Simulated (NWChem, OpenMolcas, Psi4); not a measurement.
**A ladder of methods for InSiH3ClO (SMILES [SiH3][O][In][Cl])**

The species is InSiH3ClO (7 atoms), meant as a doublet with charge 0. As SMILES, `[SiH3][O][In][Cl]`. The coordinates come from a PBE0-D4/def2-TZVP relaxation. This is one conformer, not always the lowest.

```xyz
7

Si    0.0166    1.1446    0.4608
O     0.2037   -0.4416    0.1145
In   -0.4376   -1.7233   -1.2706
Cl    0.3307   -3.9332   -1.0412
H     0.4962    2.0095   -0.6553
H     0.8037    1.4578    1.6819
H    -1.4134    1.4861    0.7099
```

Quantity: the dipole moment, in D. The values are calculated.

```csv
level,kind,program,value (D)
UHF/def2-SVP (core potential),Hartree–Fock,NWChem,3.15
USVWN5/def2-SVP (core potential),LDA,OpenMolcas,2.03
U-revPBE/def2-SVP (core potential),GGA,OpenMolcas,2.17
UPBE/def2-SVP (core potential),GGA,OpenMolcas,2.11
UM06-L/def2-SVP (core potential),meta-GGA,OpenMolcas,2.54
UTPSS/def2-SVP (core potential),meta-GGA,OpenMolcas,2.27
UBHLYP/def2-SVP (core potential),global hybrid,OpenMolcas,2.74
"UM06-2X/def2-SVP (density fitting, core potential)",hybrid meta-GGA,Psi4,2.63
```

The values span 2.03 to 3.15 D. Magnitudes only.

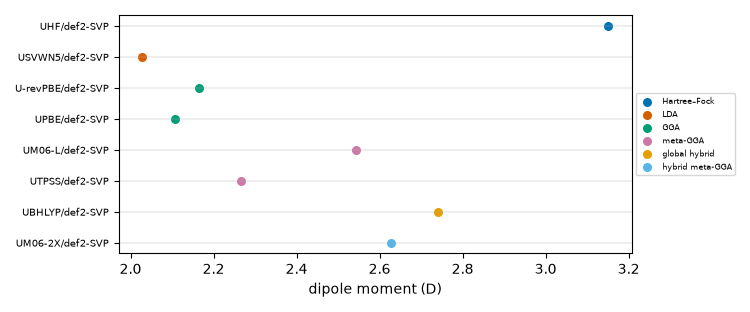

The values of the table, level by level.
